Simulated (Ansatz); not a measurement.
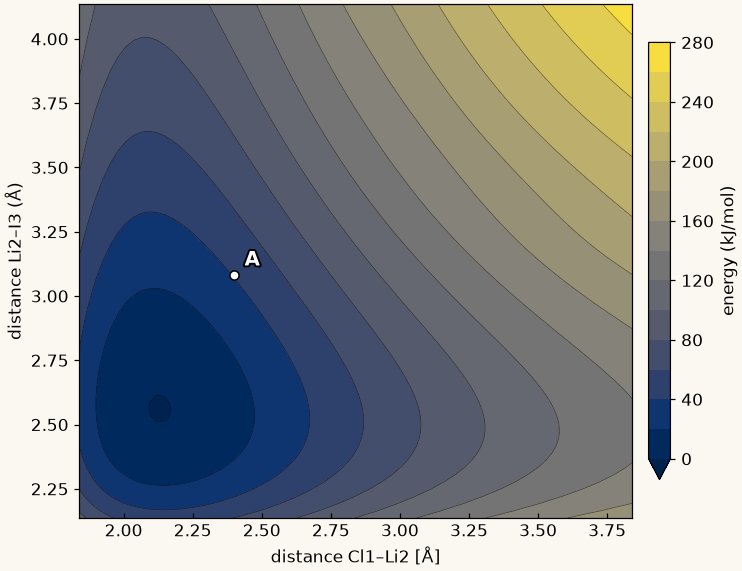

The system Cl⁻ + LiI. The first coordinate is: distance Cl1–Li2; the second: distance Li2–I3. Nothing is relaxed (the angle Cl1–Li2–I3 is fixed at 180 degrees). The scan uses a 17 × 17 grid. Points are written as (first, second). Energies: kJ/mol, counted from the lowest grid point. The calculation used RKS PBE0-D4/def2-TZVPD (Ansatz).

The picture shows filled contours, the point A. Between grid points the surface is interpolated.

Which way does the force act at A, and how strong is it?

A, at (2.399 Å, 3.083 Å), is not a stationary point. The computed force is 98.3 kJ/mol for each Å towards smaller values of distance Cl1–Li2 and 74 kJ/mol for each Å towards smaller values of distance Li2–I3.
